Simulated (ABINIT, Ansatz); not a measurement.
# Lithium (Im-3m): from the cell to the phonon bands

How does Lithium (Im-3m) vibrate, and is this structure a minimum?

Program: ABINIT 10.8.3. Level of theory: DFT LDA, scalar-relativistic, plane waves, PseudoDojo norm-conserving pseudopotentials. Results are calculated unless marked as measured.

## Step 1: The structure

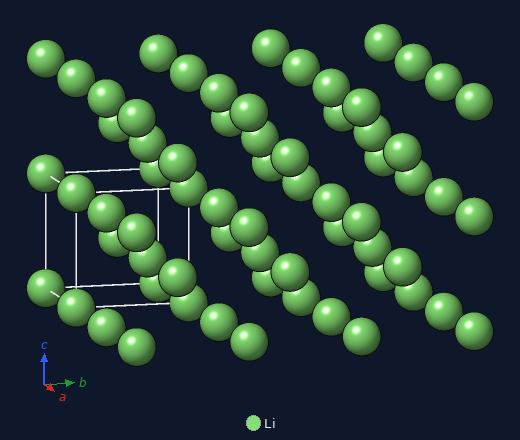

The cell as given, slightly off an axis (lithium green). 3×3×2 cells are drawn. This picture shows the conventional cell, with its axes. Some periodic images of atoms are drawn too.

## Step 2: Relaxing the cell and atoms

The harmonic expansion needs vanishing forces, and a free crystal bears no stress, so cell and atoms are brought to rest. Stress is more sensitive to the basis than forces are: the last 3 Ha under the cutoff are smoothed with ecutsm, and the cutoff is raised above that of the later runs.

The starting cell comes from a relaxation made beforehand in Ansatz (LDA, PseudoDojo NC).

Contents of relax.abi:

```
# relaxation
ionmov 2
optcell 2
dilatmx 1.08
ntime 40
tolmxf 1.0d-05
tolvrs 1.0d-14
prtwf 0
prtden 0
chksymtnons 0

# basis, mesh and filling
ecut 41.0
ecutsm 3.0
ngkpt 14 14 14
nshiftk 1
shiftk 0.0 0.0 0.0
istwfk *1
occopt 7
tsmear 0.01
nband 6
nstep 100
diemac 1000000.0
prtebands 0
prtgsr 0
useylm 1

# cell and atoms
acell 3*1.0 Angstrom
rprim 
    1.682761888 1.682761888 1.682761888
    -1.682761888 1.682761888 1.682761888
    -1.682761888 -1.682761888 1.682761888
ntypat 1
znucl 3
natom 1
typat 1
xred 
    0.0 0.0 0.0
pp_dirpath "./pseudo"
pseudos "Li.upf"
```

Launch:

```console
$ OMP_NUM_THREADS=1 mpirun -n 4 abinit relax.abi > relax.log
```

Numbers of over 12 decimals in the logs are rounded to 6 here.

relax.abo, the main output file:

```text
[banners, grids, parts of the stress and lines that vanish by symmetry left out]
- input  file    -> relax.abi
- output file    -> relax.abo
- root for input  files -> relaxi
[...]
Symmetries : space group Im -3 m (#229); Bravais cI (body-center cubic)
[...]
mpw =        2046          nfft =       46656          nkpt =         104
[...]
== DATASET  1 ==================================================================
[...]
cutoff_energies: {ecut:  41.0, pawecutdg:  -1.0, }
[...]
ETOT  1  -7.114234    -7.114E+00 2.458E-02 1.985E-01
 ETOT  2  -7.116307    -2.073E-03 1.147E-03 8.726E-04
 ETOT  3  -7.116307    -1.705E-07 1.429E-04 7.639E-05
 ETOT  4  -7.116307    -2.502E-09 1.882E-04 1.629E-06
 ETOT  5  -7.116307    -4.737E-11 5.976E-05 2.208E-08
 ETOT  6  -7.116307    -2.203E-13 9.173E-05 2.034E-10
 ETOT  7  -7.116307     5.329E-14 2.009E-05 1.202E-12
 ETOT  8  -7.116307    -1.137E-13 3.512E-05 8.927E-16
 At SCF step    8       vres2   =  8.93E-16 < tolvrs=  1.00E-14 =>converged.
[...]
sigma(1 1)=  6.97546380E-08  sigma(3 2)=  0.00000000E+00
  sigma(2 2)=  6.97546380E-08  sigma(3 1)=  0.00000000E+00
  sigma(3 3)=  6.97546380E-08  sigma(2 1)=  0.00000000E+00
[...]
convergence: {deltae: -1.137E-13, res2:  8.927E-16, residm:  3.512E-05, diffor: null, }
etotal    :  -7.11630716E+00
[...]
At Broyd/MD step   1, gradients are converged :
[...]
sigma(1 1)=  6.97546380E-08  sigma(3 2)=  0.00000000E+00
  sigma(2 2)=  6.97546380E-08  sigma(3 1)=  0.00000000E+00
  sigma(3 3)=  6.97546380E-08  sigma(2 1)=  0.00000000E+00
[...]
- sigma(1 1)=  2.05225230E-03  sigma(3 2)=  0.00000000E+00
- sigma(2 2)=  2.05225230E-03  sigma(3 1)=  0.00000000E+00
- sigma(3 3)=  2.05225230E-03  sigma(2 1)=  0.00000000E+00
[...]
fcart     -0.0000000000E+00 -0.0000000000E+00 -0.0000000000E+00
           strten      6.9754638040E-08  6.9754638040E-08  6.9754638039E-08
================================================================================

[key lines of the parts left out:]
pressure_GPa:  -2.0523E-03
Total energy (etotal) [Ha]= -7.11630715650252E+00
```

Elapsed: 6 s, on 4 MPI ranks of Arm Neoverse V2, shared host; 24 s of CPU time.

Little changed from the start: no atom moved by 0.005 Å and no cell edge by 0.1 %.

Numbers from this step:

```
volume per atom   : 19.06 Å³
pressure          : -0.002052 GPa
gap on the k-mesh : 0 eV
```

## Step 3: Ground state

The response is built on these wavefunctions, so the potential is converged far more tightly than an energy would need. Occupations are smeared.

Contents of gs.abi:

```
# ground state
tolvrs 1.0d-16
prtden 1
prtwf 1

# basis, mesh and filling
ecut 33.0
ngkpt 16 16 16
nshiftk 1
shiftk 0.0 0.0 0.0
istwfk *1
occopt 7
tsmear 0.01
nband 6
nstep 100
diemac 1000000.0
prtebands 0
prtgsr 0
useylm 1

# cell and atoms
acell 3*1.0 Angstrom
rprim 
    1.682761889 1.682761889 1.682761889
    -1.682761889 1.682761889 1.682761889
    -1.682761889 -1.682761889 1.682761889
ntypat 1
znucl 3
natom 1
typat 1
xred 
    0.0 0.0 0.0
pp_dirpath "./pseudo"
pseudos "Li.upf"
```

Launch:

```console
$ OMP_NUM_THREADS=1 mpirun -n 4 abinit gs.abi > gs.log
```

gs.abo, the main output file:

```text
[banners, grids, parts of the stress and lines that vanish by symmetry left out]
- input  file    -> gs.abi
- output file    -> gs.abo
- root for input  files -> gsi
[...]
Symmetries : space group Im -3 m (#229); Bravais cI (body-center cubic)
[...]
mpw =        1184          nfft =       27000          nkpt =         145
[...]
== DATASET  1 ==================================================================
[...]
cutoff_energies: {ecut:  33.0, pawecutdg:  -1.0, }
[...]
ETOT  1  -7.114744    -7.115E+00 3.545E-02 1.162E-01
 ETOT  2  -7.116230    -1.486E-03 7.626E-04 5.393E-04
 ETOT  3  -7.116230    -1.658E-07 2.009E-04 4.103E-05
 ETOT  4  -7.116230    -2.369E-09 2.431E-04 6.533E-07
 ETOT  5  -7.116230    -3.703E-11 5.294E-05 1.102E-08
 ETOT  6  -7.116230    -7.461E-14 1.050E-04 1.382E-10
 ETOT  7  -7.116230    -2.363E-13 2.589E-05 1.049E-12
 ETOT  8  -7.116230     1.830E-13 4.583E-05 4.932E-16
 ETOT  9  -7.116230    -1.084E-13 1.054E-05 1.620E-18
 At SCF step    9       vres2   =  1.62E-18 < tolvrs=  1.00E-16 =>converged.
[...]
sigma(1 1)=  1.13342830E-05  sigma(3 2)=  0.00000000E+00
  sigma(2 2)=  1.13342830E-05  sigma(3 1)=  0.00000000E+00
  sigma(3 3)=  1.13342830E-05  sigma(2 1)=  0.00000000E+00
[...]
convergence: {deltae: -1.084E-13, res2:  1.620E-18, residm:  1.054E-05, diffor: null, }
etotal    :  -7.11622973E+00
[...]
sigma(1 1)=  1.13342830E-05  sigma(3 2)=  0.00000000E+00
  sigma(2 2)=  1.13342830E-05  sigma(3 1)=  0.00000000E+00
  sigma(3 3)=  1.13342830E-05  sigma(2 1)=  0.00000000E+00
[...]
- sigma(1 1)=  3.33466118E-01  sigma(3 2)=  0.00000000E+00
- sigma(2 2)=  3.33466118E-01  sigma(3 1)=  0.00000000E+00
- sigma(3 3)=  3.33466118E-01  sigma(2 1)=  0.00000000E+00
[...]
fcart     -0.0000000000E+00 -0.0000000000E+00 -0.0000000000E+00
           strten      1.1334282973E-05  1.1334282973E-05  1.1334282973E-05
================================================================================

[key lines of the parts left out:]
pressure_GPa:  -3.3347E-01
```

Elapsed: 6.2 s, on 4 MPI ranks; 24 s of CPU time.

Numbers from this step:

- pressure: -0.3335 GPa

The cell stands at -0.33 GPa: the relaxation ran with a smoothed and higher cutoff and on another k mesh.

## Step 4: Linear response at Γ

At q = 0 one unit cell holds all displacements. The response is solved for single atoms along the cell's directions, and symmetry skips those that follow from others. The crystal is treated as a metal, which screens a static field, so no field response is asked.

Contents of dfpt_gamma.abi:

```

# common to the responses
getwfk_filepath "gso_WFK"
kptopt 2
nqpt 1
qpt 0.0 0.0 0.0
asr 0
chneut 0

# displacements
rfphon 1
rfatpol 1 1
rfdir 1 1 1
tolvrs 1.0d-10
prtwf 0

# basis, mesh and filling
ecut 33.0
ngkpt 16 16 16
nshiftk 1
shiftk 0.0 0.0 0.0
istwfk *1
occopt 7
tsmear 0.01
nband 6
nstep 100
diemac 1000000.0
prtebands 0
prtgsr 0
useylm 1

# cell and atoms
acell 3*1.0 Angstrom
rprim 
    1.682761889 1.682761889 1.682761889
    -1.682761889 1.682761889 1.682761889
    -1.682761889 -1.682761889 1.682761889
ntypat 1
znucl 3
natom 1
typat 1
xred 
    0.0 0.0 0.0
pp_dirpath "./pseudo"
pseudos "Li.upf"
```

Launch:

```console
$ OMP_NUM_THREADS=1 mpirun -n 4 abinit dfpt_gamma.abi > dfpt_gamma.log
```

dfpt_gamma.abo, the main output file:

```text
[banners, grids, parts of the stress and lines that vanish by symmetry left out]
- input  file    -> dfpt_gamma.abi
- output file    -> dfpt_gamma.abo
- root for input  files -> dfpt_gammai
- root for output files -> dfpt_gammao

 Symmetries : space group Im -3 m (#229); Bravais cI (body-center cubic)
================================================================================
 Values of the parameters that define the memory need of the present run (RF).
     intxc =       0      iscf =       7    lmnmax =       8     lnmax =       4
     mgfft =      30  mpssoang =       2    mqgrid =    3001     natom =       1
  nloc_mem =       1    nspden =       1   nspinor =       1    nsppol =       1
      nsym =      48    n1xccc =       0    ntypat =       1    occopt =       7
   xclevel =       1
-    mband =           6        mffmem =           1         mkmem =         513
-   mkqmem =         513        mk1mem =         513           mpw =        1184
      nfft =       27000          nkpt =        2052
- my_mband =           6
================================================================================
================================================================================

--------------------------------------------------------------------------------
------------- Echo of variables that govern the present computation ------------
--------------------------------------------------------------------------------
-
- outvars: echo of selected default values
-   iomode0 =  0 , fftalg0 =312 , wfoptalg0 =  0
-
- outvars: echo of global parameters not present in the input file
-  max_nthreads =    1
-
 -outvars: echo values of preprocessed input variables --------
            acell      1.8897261259E+00  1.8897261259E+00  1.8897261259E+00 Bohr
              amu      6.94100000E+00
              asr           0
           chneut           0
             ecut      3.30000000E+01 Hartree
-          fftalg         312
           istwfk        1    0    0    0    0    0    0    0    1    0
                         0    0    0    0    0    0    0    0    0    0
                         0    0    0    0    0    0    0    0    0    0
                         0    0    0    0    0    0    0    0    0    0
                         0    0    0    0    0    0    0    0    0    0
                       outvar_i_n : Printing only first  50 k-points.
              ixc       -1012
              kpt      0.00000000E+00  0.00000000E+00  0.00000000E+00
                       6.25000000E-02  0.00000000E+00  0.00000000E+00
                       1.25000000E-01  0.00000000E+00  0.00000000E+00
                       1.87500000E-01  0.00000000E+00  0.00000000E+00
                       [...]
                       outvar_i_n : Printing only first  50 k-points.
           kptopt           2
         kptrlatt       16    0    0      0   16    0      0    0   16
          kptrlen      8.81256118E+01
P           mkmem         513
P          mkqmem         513
P          mk1mem         513
            natom           1
            nband           6
           nbdbuf           2
            ngfft          30      30      30
             nkpt        2052
             nqpt           1
            nstep         100
             nsym          48
           ntypat           1
              occ      2.000000  1.000000  0.000000  0.000000  0.000000  0.000000
                       2.000000  1.000000  0.000000  0.000000  0.000000  0.000000
                       2.000000  1.000000  0.000000  0.000000  0.000000  0.000000
                       2.000000  1.000000  0.000000  0.000000  0.000000  0.000000
                       [...]
                       prtocc : prtvol=0, do not print more k-points.
           occopt           7
        optdriver           1
        prtebands           0
           prtgsr           0
           prtpot           1
            prtwf           0
           rfphon           1
            rprim      1.6827618890E+00  1.6827618890E+00  1.6827618890E+00
                      -1.6827618890E+00  1.6827618890E+00  1.6827618890E+00
                      -1.6827618890E+00 -1.6827618890E+00  1.6827618890E+00
          spgroup         229
           symrel      1  0  0   0  1  0   0  0  1      -1  0  0   0 -1  0   0  0 -1
                       0  0  1   1 -1  1   1  0  0       0  0 -1  -1  1 -1  -1  0  0
                      -1  1 -1   0  0 -1   0 -1  0       1 -1  1   0  0  1   0  1  0
                       0 -1  0  -1  0  0  -1  1 -1       0  1  0   1  0  0   1 -1  1
                       [...]
           tolvrs      1.00000000E-10
            typat      1
           useylm           1
              wtk        0.00024    0.00049    0.00049    0.00049    0.00049    0.00049
                         0.00049    0.00049    0.00024    0.00049    0.00049    0.00049
                         0.00049    0.00049    0.00049    0.00049    0.00049    0.00049
                         0.00049    0.00049    0.00049    0.00049    0.00049    0.00049
                       [...]
                       outvars : Printing only first  50 k-points.
            znucl        3.00000

================================================================================

 chkinp: Checking input parameters for consistency.

================================================================================
== DATASET  1 ==================================================================
-   mpi_nproc: 4, omp_nthreads: 1 (-1 if OMP is not activated)

--- !DatasetInfo
iteration_state: {dtset: 1, }
dimensions: {natom: 1, nkpt: 2052, mband: 6, nsppol: 1, nspinor: 1, nspden: 1, mpw: 1184, }
cutoff_energies: {ecut:  33.0, pawecutdg:  -1.0, }
electrons: {nelect:   3.00000000E+00, charge:   0.00000000E+00, occopt:   7.00000000E+00, tsmear:   1.00000000E-02, }
meta: {optdriver: 1, rfphon: 1, }
...

 mkfilename: getwfk from: gso_WFK

 Real(R)+Recip(G) space primitive vectors, cartesian coordinates (Bohr,Bohr^-1):
 R(1)=  3.1799591  3.1799591  3.1799591  G(1)=  0.1572347  0.0000000  0.1572347
 R(2)= -3.1799591  3.1799591  3.1799591  G(2)= -0.1572347  0.1572347  0.0000000
 R(3)= -3.1799591 -3.1799591  3.1799591  G(3)=  0.0000000 -0.1572347  0.1572347
 Unit cell volume ucvol=  1.2862477E+02 bohr^3
 Angles (23,13,12)=  7.05287794E+01  1.09471221E+02  7.05287794E+01 degrees
 setup1 : take into account q-point for computing boxcut.

 getcut: wavevector=  0.0000  0.0000  0.0000  ngfft=  30  30  30
         ecut(hartree)=     33.000   => boxcut(ratio)=   2.10628

--- Pseudopotential description ------------------------------------------------
- pspini: atom type   1  psp file is ./pseudo/Li.upf

   7.84245757E+00                                ecore*ucvol(ha*bohr**3)
--------------------------------------------------------------------------------

 ==>  initialize data related to q vector <==

 The list of irreducible perturbations for this q vector is:
    1)    idir= 1    ipert=   1

================================================================================

 The perturbation idir=   2  ipert=   1 is
 symmetric of a previously calculated perturbation.
 So, its SCF calculation is not needed.

 The perturbation idir=   3  ipert=   1 is
 symmetric of a previously calculated perturbation.
 So, its SCF calculation is not needed.

--------------------------------------------------------------------------------
 Perturbation wavevector (in red.coord.)   0.000000  0.000000  0.000000
 Perturbation : displacement of atom   1   along direction   1
 Found     6 symmetries that leave the perturbation invariant.
 symkpt : the number of k-points, thanks to the symmetries,
 is reduced to   417 .

--------------------------------------------------------------------------------

--------------------------------------------------------------------------------

 dfpt_looppert : total number of electrons, from k and k+q
  fully or partially occupied states are    3.000000E+00 and    3.000000E+00.
 Initialisation of the first-order wave-functions :
  ireadwf=   0

--- !BeginCycle
iteration_state: {dtset: 1, }
solver: {iscf: 7, nstep: 100, nline: 4, wfoptalg: 0, }
tolerances: {tolvrs: 1.00E-10, }
...

     iter   2DEtotal(Ha)        deltaE(Ha) residm    vres2
-ETOT  1  0.194994     -1.034E+03 1.198E+01 1.333E+00
 ETOT  2 -4.02340452865246E-05 -1.950E-01 4.317E-03 5.280E-01
 ETOT  3 -6.55822233284198E-05 -2.535E-05 9.569E-07 8.518E-02
 ETOT  4 -7.34891274305483E-05 -7.907E-06 7.214E-08 3.909E-04
 ETOT  5 -7.36565567649450E-05 -1.674E-07 1.431E-09 1.463E-04
 ETOT  6 -7.36744190135141E-05 -1.786E-08 1.881E-10 1.061E-06
 ETOT  7 -7.36746516167841E-05 -2.326E-10 1.127E-12 1.534E-07
 ETOT  8 -7.36746902703089E-05 -3.865E-11 5.615E-13 7.207E-10
 ETOT  9 -7.36746980010139E-05 -7.731E-12 4.636E-16 6.283E-12

 At SCF step    9       vres2   =  6.28E-12 < tolvrs=  1.00E-10 =>converged.
================================================================================

 ----iterations are completed or convergence reached----

 Mean square residual over all n,k,spin=   13.506E-17; max=  46.361E-17

 Thirteen components of 2nd-order total energy (hartree) are
 1,2,3: 0th-order hamiltonian combined with 1st-order wavefunctions
     kin0=   9.63441997E+02 eigvalue=   2.69607471E+02  local=  -2.68195458E+02
 4,5,6: 1st-order hamiltonian combined with 1st and 0th-order wfs
 loc psp =  -6.07576415E+02  Hartree=   2.09548123E+02     xc=  -9.38903837E+01
 note that "loc psp" includes a xc core correction that could be resolved
 7,8,9: eventually, occupation + non-local contributions
    edocc=   6.64402153E+01     enl0=  -1.12812145E+02   enl1=  -1.46070322E+03
 1-9 gives the relaxation energy (to be shifted if some occ is /=2.0)
   erelax=  -1.03413982E+03
 10,11,12 Non-relaxation  contributions : frozen-wavefunctions and Ewald
 fr.local=   3.03788169E+02 fr.nonlo=   7.30351573E+02  Ewald=   0.00000000E+00
 13,14 Frozen wf xc core corrections (1) and (2)
 frxc 1  =   0.00000000E+00  frxc 2 =   0.00000000E+00
 Resulting in :
 2DEtotal=   -0.7367469800E-04 Ha. Also 2DEtotal=   -0.200479066386E-02 eV
    (2DErelax=   -1.0341398161E+03 Ha. 2DEnonrelax=    1.0341397424E+03 Ha)
    (  non-var. 2DEtotal :   -7.5186322078E-05 Ha)

================================================================================

 ---- first-order wavefunction calculations are completed ----

 ==> Compute Derivative Database <==

  2nd-order matrix (non-cartesian coordinates, masses not included,
   asr not included )
     j1       j2             matrix element
  dir pert dir pert     real part     imaginary part

   1    1   1    1        -0.0000751866         0.0000000000
   1    1   2    1        -0.0000250622         0.0000000000
   1    1   3    1         0.0000250622         0.0000000000
   1    1   2    3         0.0000000000         0.0000000000
   1    1   3    3         0.0000000000         0.0000000000

   2    1   1    1        -0.0000250622         0.0000000000
   2    1   2    1        -0.0000751866         0.0000000000
   2    1   3    1        -0.0000250622         0.0000000000
   2    1   1    3         0.0000000000         0.0000000000
   2    1   3    3         0.0000000000         0.0000000000

   3    1   1    1         0.0000250622         0.0000000000
   3    1   2    1        -0.0000250622         0.0000000000
   3    1   3    1        -0.0000751866         0.0000000000
   3    1   1    3         0.0000000000         0.0000000000
   3    1   2    3         0.0000000000         0.0000000000

   1    3   2    1         0.0000000000         0.0000000000
   1    3   3    1         0.0000000000         0.0000000000

   2    3   1    1         0.0000000000         0.0000000000
   2    3   3    1         0.0000000000         0.0000000000

   3    3   1    1         0.0000000000         0.0000000000
   3    3   2    1         0.0000000000         0.0000000000

  Dynamical matrix, in cartesian coordinates,
   if specified in the inputs, asr has been imposed
     j1       j2             matrix element
  dir pert dir pert     real part    imaginary part

   1    1   1    1        -0.0000024784         0.0000000000
   1    1   2    1         0.0000000000         0.0000000000
   1    1   3    1         0.0000000000         0.0000000000

   2    1   1    1         0.0000000000         0.0000000000
   2    1   2    1        -0.0000024784         0.0000000000
   2    1   3    1        -0.0000000000         0.0000000000

   3    1   1    1         0.0000000000         0.0000000000
   3    1   2    1        -0.0000000000         0.0000000000
   3    1   3    1        -0.0000024784         0.0000000000

  Phonon wavevector (reduced coordinates) :  0.00000  0.00000  0.00000
 Phonon energies in Hartree :
  -1.399578E-05 -1.399578E-05 -1.399578E-05
 Phonon frequencies in cm-1    :
- -3.071718E+00 -3.071718E+00 -3.071718E+00

== END DATASET(S) ==============================================================
================================================================================

 -outvars: echo values of variables after computation
            acell      1.8897261259E+00  1.8897261259E+00  1.8897261259E+00 Bohr
           etotal     -7.3674698001E-05
            fcart      0.0000000000E+00  0.0000000000E+00  0.0000000000E+00
           strten      0.0000000000E+00  0.0000000000E+00  0.0000000000E+00
================================================================================
```

Wall time 14 s (4 MPI ranks).

With one atom there are acoustic modes alone, which should vanish; they come out at 3.07 cm⁻¹ in size, the error that the sum rule removes later.

[end of part 1 of 4]

[Host names and launcher messages were left out of these logs when they were recorded.]

[Logs are printed without paths, hosts, clocks, repeated set-up lines and the standing remarks that a program may print on its own settings, such as how far it seeks lower states.]

[Hosts, paths, dates, database ids (printed as entryN), source tags and the programs' standing remarks are cut or masked in the printed files.]
